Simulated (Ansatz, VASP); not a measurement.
# BaTiO3: VASP beside Ansatz

Wanted: the spread between two codes on one cell, functional and k mesh. Valence electrons are named where the data sets of a main pair hold unlike numbers.

Method: plane waves, with VASP 6.6.1 beside it; band structure at r2SCAN, in Ansatz 0.2.0.

## 1. Starting point

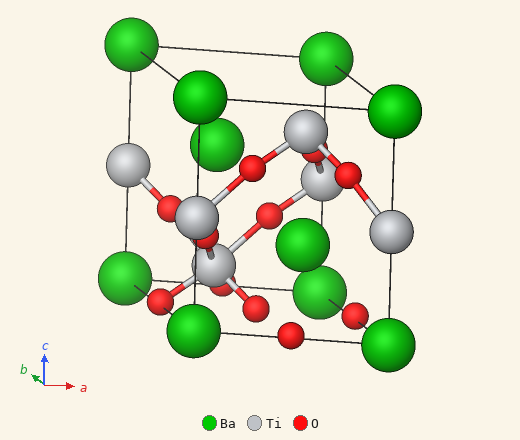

The starting structure, seen slightly off an axis (barium green, titanium light grey, oxygen red). This picture shows the conventional cell, with its axes. Some periodic images of atoms are drawn too.

## 2. Ansatz: band structure, r2SCAN

Ansatz runs on its default PAW (the set named soft_2) files.

The same path points are solved in both programs, so levels can be compared one by one.

Input file input.yaml:

```yaml
crystal:
  lattice:
    - [2.8273666084, 1.6323808724, 2.3183934932]
    - [-2.8273666084, 1.6323808724, 2.3183934932]
    - [0.0, -3.2647617449, 2.3183934932]
  atoms:
    - { symbol: Ba, position: [0.0, 0.0, 0.0] }
    - { symbol: Ti, position: [0.4845, 0.4845, 0.4845] }
    - { symbol: O, position: [0.5086, 0.5086, 0.0175] }
    - { symbol: O, position: [0.0175, 0.5086, 0.5086] }
    - { symbol: O, position: [0.5086, 0.0175, 0.5086] }
hamiltonian:
  xc: r2scan
  pseudopotentials: { kind: paw }
kpoints:
  mp_grid: { grid: [6, 6, 6] }
  band_path:
    path:
      - [0.0, 0.0, 0.0]
      - [0.13636, 0.0, 0.0]
      - [0.31818, 0.0, 0.0]
      - [0.5, 0.0, 0.0]
      - [0.5, 0.09039, -0.09039]
      - [0.5, 0.27118, -0.27118]
      - [0.5, 0.45197, -0.45197]
      - [0.50257, 0.5, 0.49743]
      - [0.50154, 0.5, 0.49846]
      - [0.50129, 0.5, 0.49871]
      - [0.50051, 0.5, 0.49949]
      - [0.5, 0.5, 0.5]
      - [0.31818, 0.31818, 0.31818]
      - [0.13636, 0.13636, 0.13636]
      - [0.0, 0.0, 0.0]
      - [0.13598, 0.0, -0.13598]
      - [0.31728, 0.0, -0.31728]
      - [0.49859, 0.0, -0.49859]
      - [0.50116, 0.49884, 0.0]
      - [0.50064, 0.49936, 0.0]
      - [0.50013, 0.49987, 0.0]
      - [0.50013, 0.50013, 0.0452]
      - [0.50064, 0.50064, 0.22599]
      - [0.50116, 0.50116, 0.40678]
      - [0.50141, 0.50141, 0.49717]
      - [0.5009, 0.5009, 0.4982]
      - [0.50039, 0.50039, 0.49923]
      - [0.5, 0.5, 0.5]
      - [0.50077, 0.13598, 0.13598]
      - [0.5018, 0.31728, 0.31728]
      - [0.50283, 0.49859, 0.49859]
    npoints: 1
scf:
  occupations: { method: gaussian, width: 0.01 }
  n_extra_bands: 8
output:
  forces: true
  stress: true
  eigenvalues: true
```

Command:

```
$ ansatz run input.yaml --threads 2 --pin off --max-ram 4608MiB --backend cpu --events-out ev --progress --plain --runs-dir out
```

Numbers of over 12 decimals in the logs are rounded to 6 here.

What it wrote:

```text
scf.n_extra_bands = 8 over 20 filled bands (N_el = 40.0): the run solves 28 bands
Engine: ansatz 0.2.0, aarch64-unknown-linux-gnu
Pseudopotentials: kind: paw
Pseudopotential: Ba, paw, valence charge 10, recommended cutoff 500 eV (meta_gga), Ba.paw.azcp
Pseudopotential: Ti, paw, valence charge 12, recommended cutoff 500 eV (meta_gga), Ti.paw.azcp
Pseudopotential: O, paw, valence charge 6, recommended cutoff 500 eV (meta_gga), O.paw.azcp
Functional definition: r2SCAN
  parameter k0 = 0.174
  parameter k1 = 0.065
  parameter a1 = 4.9479
  exchange = r2scan_x(k0 = k0, k1 = k1, a1 = a1)
  correlation = r2scan_c
Crystal: 5 atoms, lattice volume = 64.201 Å³
Basis set: ecut = 500 eV, 1647 PW (Γ), exchange–correlation on 120×120×120 points (64 copies of the dense FFT grid, shifted against one another)
Bands: 28, of which v1, the nominal top of the filled ones, is band 20 counted from 1 (19 counted from 0)
Symmetry: 6 space group operations
Space group: R3m (ITA 160), of the structure as read, at distance tolerance 4.0e-5 Å
k-points: 32 of 216 (time reversal used)
Non-local potential: Ba, projectors of the file, l = 0: 3, l = 1: 2, l = 2: 2, l = 3: 2
Non-local potential: Ti, projectors of the file, l = 0: 3, l = 1: 2, l = 2: 3, l = 3: 1
Non-local potential: O, projectors of the file, l = 0: 2, l = 1: 2, l = 2: 1
PAW form: soft (Blöchl's): semilocal exchange-correlation on the pseudo side does not see the compensation charge
PAW frozen core: Ba, regenerated for the run's functional (the file was generated under x = pbe(κ = 0.804, μ = 0.219515), c = pbe(β = 0.066725))
PAW frozen core: Ti, regenerated for the run's functional (the file was generated under x = pbe(κ = 0.804, μ = 0.219515), c = pbe(β = 0.066725))
PAW frozen core: O, regenerated for the run's functional (the file was generated under x = pbe(κ = 0.804, μ = 0.219515), c = pbe(β = 0.066725))
PAW one-centre angular grid: Ba, 302 points (default); XC on 160 Gauss nodes
PAW one-centre angular grid: Ti, 590 points (default); XC on 160 Gauss nodes
PAW one-centre angular grid: O, 302 points (default); XC on 160 Gauss nodes
Initial density: superposition of atomic densities (neutral atoms: chi_scale 0, normalization atom), corrected by the library's trained network
Initial wavefunctions: pseudopotential atomic-orbital guess
Functional: x = r2scan, c = r2scan; τ floored in thin density (d = 2e-4 eV/Å³)
SCF iter   1: F=—  HF=-10183.728061 eV  |F-HF|=—  |Δ(HF+E_count)|=         —  Δρ=2.10e-2  dr2=3.52e-1  dr2_τ=2.50e-1  ethr=1.77e-3  ⟨swp⟩=7.1  Hψ=4773  notcnv=0
preconditioner: auto → Resta (q_TF=auto, 2.521 Å⁻¹)  ε∞=4.3  [insulator: Δε(μ)=3.257 eV  Ē_g=14.457 eV  σ=0.010 eV  W_gap=1.00  n_scr=18 (ndim 8)  ℏωp=26.2 eV  f_vac=0.000  D(μ)=0.00/eV (n_scr^D=0)  ε∞_Penn≈4.3]
SCF iter   2: F=—  HF=-10183.839773 eV  |F-HF|=—  |Δ(HF+E_count)|=   1.12e-1  Δρ=1.15e-2  dr2=5.51e-2  dr2_τ=2.05e-2  ethr=8.81e-4  ⟨swp⟩=3.6  Hψ=1969  notcnv=0  defer=86
SCF iter   3: F=—  HF=-10183.831807 eV  |F-HF|=—  |Δ(HF+E_count)|=   7.97e-3  Δρ=3.60e-3  dr2=5.50e-3  dr2_τ=4.14e-4  ethr=1.38e-4  ⟨swp⟩=2.1  Hψ=1271  notcnv=0  defer=86
SCF iter   4: F=—  HF=-10183.831087 eV  |F-HF|=—  |Δ(HF+E_count)|=   7.21e-4  Δρ=1.46e-3  dr2=9.95e-4  dr2_τ=1.47e-4  ethr=1.38e-5  ⟨swp⟩=2.5  Hψ=1530  notcnv=0  defer=86
SCF iter   5: F=—  HF=-10183.830949 eV  |F-HF|=—  |Δ(HF+E_count)|=   1.37e-4  Δρ=3.26e-4  dr2=5.32e-5  dr2_τ=3.94e-6  ethr=2.49e-6  ⟨swp⟩=2.4  Hψ=1321  notcnv=0  defer=86
SCF iter   6: F=—  HF=-10183.830947 eV  |F-HF|=—  |Δ(HF+E_count)|=   1.79e-6  Δρ=8.00e-5  dr2=4.93e-6  dr2_τ=2.92e-7  ethr=1.33e-7  ⟨swp⟩=2.5  Hψ=1322  notcnv=0  defer=86
SCF iter   7: F=-10183.830947 eV  HF=-10183.830947 eV  |F-HF|=3.94e-9  |Δ(HF+E_count)|=   4.84e-7  Δρ=7.42e-6  dr2=2.38e-8  dr2_τ=3.53e-9  ethr=2.50e-10  ⟨swp⟩=8.8  Hψ=5186  notcnv=0
SCF 1 converged in 7 iterations: F = -10183.830947 eV  dr2 = 2.38e-8
  greatest PAW one-centre occupation: 0.999 electrons in one spin orbital (limit 2), on the Ti atom at site 1 (counted from 0), in its partial waves of l = 1
NSCF: frozen V_eff on 31 k-points
SCF converged after 7 iterations
Free energy (F): -10183.830947 eV
Harris-Foulkes:  -10183.830947 eV  (|F-HF|=3.94e-9)
Internal energy: -10183.830947 eV  (E = F + TS)
E sigma→0 (E₀):  -10183.830947 eV
Fermi energy:    11.316512 eV
--- Per-component energies (eV) ---
  E_band       = -173.577246
  E_kinetic    = 975.426834
  E_local      = -2117.759668  (includes V_loc(G=0)·N_el)
  E_nonlocal   = 199.877887
  E_hartree    = 829.184557
  E_xc         = -475.636078
  E_vxc        = -604.754836  (∫ρ·V_xc dr)
  E_paw        = -6785.434999  (= ΣΔE_a)
  E_vpaw       = -321.560338  (= ΣTr[D̂ρ^β])
  E_aug_tail   = 0.003066  (compensation charges beyond the density's cutoff)
  E_vtau       = 36.821876  (kinetic-family band-sum trace: ∫τ·v_τ [+ j·A + Jᵃ·Aᵃ] dr)
  E_ewald      = -2809.213684
  E_core_change = -0.278864  (= ΣΔE_core)
  E_smearing   = -0.000000  (= −TS)
  E_closure    = 0.000000  (closes the sum)
  Σ components = -10183.830947   (vs F -10183.830947, Δ=0.00e0)
--- Forces (eV/Å), atoms counted from 1 ---
  atom   1  Ba    -0.00000000     0.00000000    -0.13337567
  atom   2  Ti    -0.00000000    -0.00000000     0.09542632
  atom   3  O      0.00000000     0.04250438     0.01265556
  atom   4  O     -0.03680987    -0.02125219     0.01265556
  atom   5  O      0.03680987    -0.02125219     0.01265556
  max |Σ_I F_I| component: 1.73e-5 eV/Å
--- Stress (GPa, compression-positive) ---
        1.928621      -0.000000       0.000000
       -0.000000       1.928621       0.000000
        0.000000       0.000000       1.865420
  P = ⅓ Tr σ = 1.9076 GPa (19.076 kbar)
--- Band table (eV; the first three rows and the last of 32) ---
  k-point 0: bands = [... 16 lower, 8.8038, 9.4350, 9.5486, 9.5486, 12.7160, 12.7160, 12.8528, 14.7907, ... 4 higher]
  k-point 1: bands = [... 16 lower, 8.6512, 9.0138, 9.4254, 9.4590, 12.7603, 13.0722, 13.1061, 14.7878, ... 4 higher]
  k-point 2: bands = [... 16 lower, 8.3723, 8.4856, 9.1289, 9.1973, 12.8297, 13.7327, 13.8338, 14.7749, ... 4 higher]
  k-point 31: bands = [... 16 lower, 7.6167, 9.9031, 9.9031, 9.9171, 14.6514, 14.8074, 14.8074, 17.2666, ... 4 higher]
```

The job ended after 9.6 s (2 threads of Arm Neoverse V2, shared host; peak memory 0.45 GiB; 19 s of CPU time).

## 3. VASP: band structure, r2SCAN

The same cell, functional, mesh and smearing now go to VASP, with its own data sets.

Lines of VASP's logs that name or quote its potential files are left out, and so is its time.

Input file INCAR:

```
SYSTEM = BaTiO3
PREC = Accurate
ENCUT = 440
EDIFF = 1E-08
NELM = 100
ISMEAR = 0
SIGMA = 0.01
LREAL = .FALSE.
ALGO = Normal
METAGGA = R2SCAN
LASPH = .TRUE.
NBANDS = 26
LORBIT = 11
LWAVE = .TRUE.
LCHARG = .FALSE.
KPAR = 8
```

Input file POSCAR:

```
BaTiO3
1.0
    2.8273666084      1.6323808724      2.3183934932
   -2.8273666084      1.6323808724      2.3183934932
    0.0000000000     -3.2647617449      2.3183934932
Ba Ti O
1 1 3
Direct
    0.0000000000      0.0000000000      0.0000000000
    0.4845000000      0.4845000000      0.4845000000
    0.5086000000      0.5086000000      0.0175000000
    0.0175000000      0.5086000000      0.5086000000
    0.5086000000      0.0175000000      0.5086000000
```

Input file KPOINTS:

```
Automatic mesh
0
Gamma
6 6 6
0 0 0
```

Input file KPOINTS_OPT:

```
Line mode
12
Line-mode
Reciprocal
  0.00000000   0.00000000   0.00000000 GAMMA
  0.50000000   0.00000000   0.00000000 L

  0.50000000   0.00000000   0.00000000 L
  0.50000000   0.49717121  -0.49717121 B1

  0.50282879   0.50000000   0.49717121 B
  0.50000000   0.50000000   0.50000000 Z

  0.50000000   0.50000000   0.50000000 Z
  0.00000000   0.00000000   0.00000000 GAMMA

  0.00000000   0.00000000   0.00000000 GAMMA
  0.49858561   0.00000000  -0.49858561 X

  0.50141439   0.49858561   0.00000000 Q
  0.50000000   0.50000000   0.00000000 F

  0.50000000   0.50000000   0.00000000 F
  0.50141439   0.50141439   0.49717121 P1

  0.50141439   0.50141439   0.49717121 P1
  0.50000000   0.50000000   0.50000000 Z

  0.50000000   0.00000000   0.00000000 L
  0.50282879   0.49858561   0.49858561 P
```

PAW data sets: Ba_sv_GW, Ti_sv_GW and O_GW (PBE family, release 64).

Command:

```
$ mpirun -np 8 vasp_std
```

What it wrote:

```text
[banner, memory and clock lines left out]
running    8 mpi-ranks, on    1 nodes
 distrk:  each k-point on    1 cores,    8 groups
 distr:  one band on    1 cores,    1 groups

 POSCAR found type information on POSCAR BaTiO
 POSCAR found :  3 types and       5 ions
|                                                                             |
|           W    W    AA    RRRRR   N    N  II  N    N   GGGG   !!!           |
|           W    W   A  A   R    R  NN   N  II  NN   N  G    G  !!!           |
|           W    W  A    A  R    R  N N  N  II  N N  N  G       !!!           |
|           W WW W  AAAAAA  RRRRR   N  N N  II  N  N N  G  GGG   !            |
|           WW  WW  A    A  R   R   N   NN  II  N   NN  G    G                |
|           W    W  A    A  R    R  N    N  II  N    N   GGGG   !!!           |
|                                                                             |
|     For optimal performance we recommend to set                             |
|       NCORE = 2 up to number-of-cores-per-socket                            |
|     NCORE specifies how many cores store one orbital (NPAR=cpu/NCORE).      |
|     This setting can greatly improve the performance of VASP for DFT.       |
|     The default, NCORE=1 might be grossly inefficient on modern             |
|     multi-core architectures or massively parallel machines. Do your        |
|     Unfortunately you need to use the default for GW and RPA                |
|     calculations (for HF NCORE is supported but not extensively tested      |
|     yet).                                                                   |
|                                                                             |

|                                                                             |
|               ----> ADVICE to this user running VASP <----                  |
|                                                                             |
|     You enforced a specific xc type in the INCAR file but a different       |
|     [... a line on the potential file left out ...]
|     I HOPE YOU KNOW WHAT YOU ARE DOING!                                     |
|                                                                             |

 LDA part: xc-table for (None), standard interpolation
 POSCAR, INCAR and KPOINTS ok, starting setup
 FFT: planning ... GRIDC
 FFT: planning ... GRID_SOFT
 FFT: planning ... GRID
 WAVECAR not read
 entering main loop
       N       E                     dE             d eps       ncg     rms          rms(c)
DAV:   1     0.665303348300E+03    0.66530E+03   -0.17440E+04  1712   0.155E+03
DAV:   2     0.174840325698E+02   -0.64782E+03   -0.63635E+03  2792   0.820E+02
DAV:   3    -0.100982070368E+03   -0.11847E+03   -0.11389E+03  2816   0.313E+02
DAV:   4    -0.107228693777E+03   -0.62466E+01   -0.62143E+01  2920   0.841E+01
DAV:   5    -0.107496358105E+03   -0.26766E+00   -0.26607E+00  2904   0.197E+01    0.192E+01
DAV:   6    -0.772232887262E+02    0.30273E+02   -0.49481E+01  3032   0.879E+01    0.552E+00
DAV:   7    -0.780202658274E+02   -0.79698E+00   -0.51465E+00  2944   0.280E+01    0.394E+00
DAV:   8    -0.781232640614E+02   -0.10300E+00   -0.85423E-01  3064   0.133E+01    0.160E+00
DAV:   9    -0.780952706948E+02    0.27993E-01   -0.65646E-01  3088   0.971E+00    0.108E+00
DAV:  10    -0.780759874420E+02    0.19283E-01   -0.62411E-02  2976   0.368E+00    0.407E-01
DAV:  11    -0.780771106860E+02   -0.11232E-02   -0.46561E-02  2944   0.306E+00    0.362E-01
DAV:  12    -0.780747835729E+02    0.23271E-02   -0.69277E-03  3000   0.125E+00    0.106E-01
DAV:  13    -0.780747939413E+02   -0.10368E-04   -0.31468E-03  3056   0.720E-01    0.834E-02
DAV:  14    -0.780747049247E+02    0.89017E-04   -0.31091E-04  2968   0.255E-01    0.259E-02
DAV:  15    -0.780747001419E+02    0.47828E-05   -0.59764E-05  3032   0.821E-02    0.484E-03
DAV:  16    -0.780747007167E+02   -0.57481E-06   -0.34415E-06  2904   0.248E-02    0.342E-03
DAV:  17    -0.780747000535E+02    0.66321E-06   -0.56014E-07  3016   0.114E-02    0.199E-03
DAV:  18    -0.780746998410E+02    0.21255E-06   -0.13619E-07  2656   0.433E-03    0.121E-03
DAV:  19    -0.780746997548E+02    0.86141E-07   -0.31235E-08  1800   0.241E-03    0.502E-04
DAV:  20    -0.780746997296E+02    0.25240E-07   -0.63684E-08  2432   0.253E-03    0.193E-04
DAV:  21    -0.780746997262E+02    0.33774E-08   -0.43369E-09  1792   0.138E-03
   1 F= -.78074700E+02 E0= -.78074700E+02  d E =-.666367E-80
 Start KPOINTS_OPT (optional k-point list driver)
k-point batch [1-32\108]
       N       E                     dE             ncg
DAV:   1     0.135006339784E+05   -0.17194E+05     1664
DAV:   2    -0.772340969317E+04   -0.21224E+05     2696
DAV:   3    -0.114872764756E+05   -0.37639E+04     2818
DAV:   4    -0.117707361079E+05   -0.28346E+03     3040
DAV:   5    -0.117872940238E+05   -0.16558E+02     2888
DAV:   6    -0.117883204794E+05   -0.10265E+01     3040
DAV:   7    -0.117883925299E+05   -0.72050E-01     2848
DAV:   8    -0.117883984548E+05   -0.59250E-02     2992
DAV:   9    -0.117883989427E+05   -0.48785E-03     2904
DAV:  10    -0.117883989870E+05   -0.44295E-04     2936
DAV:  11    -0.117883989914E+05   -0.44061E-05     2360
DAV:  12    -0.117883989917E+05   -0.33636E-06     1960
DAV:  13    -0.117883989917E+05   -0.34299E-07     1816
DAV:  14    -0.117883989918E+05   -0.27194E-08     1792
[...]
k-point batch [97-108\108]
       N       E                     dE             ncg
DAV:   1     0.329659793311E+05   -0.88302E+04      624
DAV:   2     0.251456615563E+05   -0.78203E+04      992
DAV:   3     0.237394818344E+05   -0.14062E+04     1042
DAV:   4     0.236449665409E+05   -0.94515E+02     1136
DAV:   5     0.236403512579E+05   -0.46153E+01     1080
DAV:   6     0.236400982829E+05   -0.25298E+00     1128
DAV:   7     0.236400865112E+05   -0.11772E-01     1056
DAV:   8     0.236400855737E+05   -0.93753E-03     1104
DAV:   9     0.236400855322E+05   -0.41467E-04     1088
DAV:  10     0.236400855287E+05   -0.34591E-05     1120
DAV:  11     0.236400855286E+05   -0.15657E-06      832
DAV:  12     0.236400855286E+05   -0.14708E-07      720
DAV:  13     0.236400855286E+05   -0.16953E-08      672
 writing wavefunctions
```

(Continued in part 2 of 2.)

[Lines on the potential files, build, host, timing and source positions are cut from VASP's logs without a mark.]

[Logs are printed without paths, hosts, clocks, repeated set-up lines and the standing remarks that a program may print on its own settings, such as how far it seeks lower states.]

[Hosts, paths, dates, database ids (printed as entryN), source tags and the programs' standing remarks are cut or masked in the printed files.]
